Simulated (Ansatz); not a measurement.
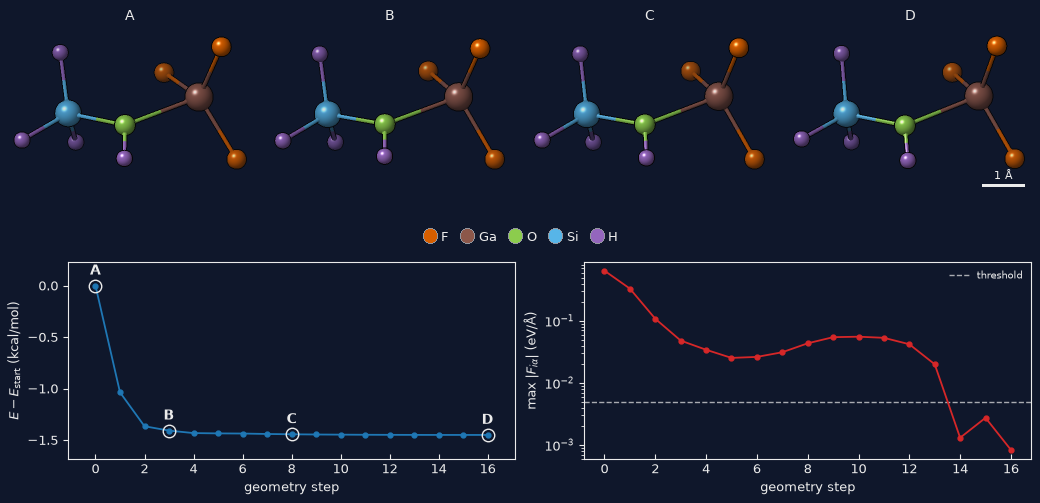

Frames of a relaxation of GaSiH4OF3, marked on the history of the run. A ball-and-stick model, seen at a tilt.

The start comes from PBE-D4/def2-SVP.

The calculation used RKS PBE0-D4/def2-TZVP in Ansatz. Settings: force threshold 0.005 eV/Å; at most 150 steps.

Question: What happens along the run?

Answer: The atom that moves furthest after the best rigid fit is an F atom (0.22 Å). By element the largest moves are F 0.22 Å, H 0.21 Å, O 0.09 Å, Si 0.07 Å, Ga 0.03 Å. Some distances before and after: O–Si 1.762 → 1.714 Å, F–Ga 1.790 → 1.758 Å, H–Si 1.503 → 1.482 Å, F–Ga 1.759 → 1.742 Å. Among the angles between lasting bonds that change: Ga–O–H 118.1° → 112.5°, Ga–O–Si 116.4° → 121.4°, F–Ga–O 87.4° → 92.3°. After 16 geometry steps the energy has fallen by 1.45 kcal/mol. The largest force component goes from 0.64 to 0.00083 eV/Å. The run took 83 s on 4 threads of Arm Neoverse V2 (shared host). From step 0 to 3: an F atom moves most (0.11 Å), energy −1.41 kcal/mol. From step 3 to 8: an H atom moves most (0.09 Å), energy −0.04 kcal/mol. From step 8 to 16: an H atom moves most (0.11 Å), energy −0.01 kcal/mol.

| step | E − E(0), kcal/mol | largest force component, eV/Å |
| --- | --- | --- |
| 0 | 0.00 | 0.6436 |
| 1 | -1.04 | 0.3312 |
| 2 | -1.37 | 0.1081 |
| 3 | -1.41 | 0.0481 |
| 4 | -1.43 | 0.0342 |
| 5 | -1.43 | 0.0253 |
| 6 | -1.44 | 0.0263 |
| 7 | -1.44 | 0.0312 |
| 8 | -1.44 | 0.0435 |
| 9 | -1.45 | 0.0546 |
| 10 | -1.45 | 0.0556 |
| 11 | -1.45 | 0.0533 |
| 12 | -1.45 | 0.0420 |
| 13 | -1.45 | 0.0200 |
| 14 | -1.45 | 0.0013 |
| 15 | -1.45 | 0.0027 |
| 16 | -1.45 | 0.0008 |
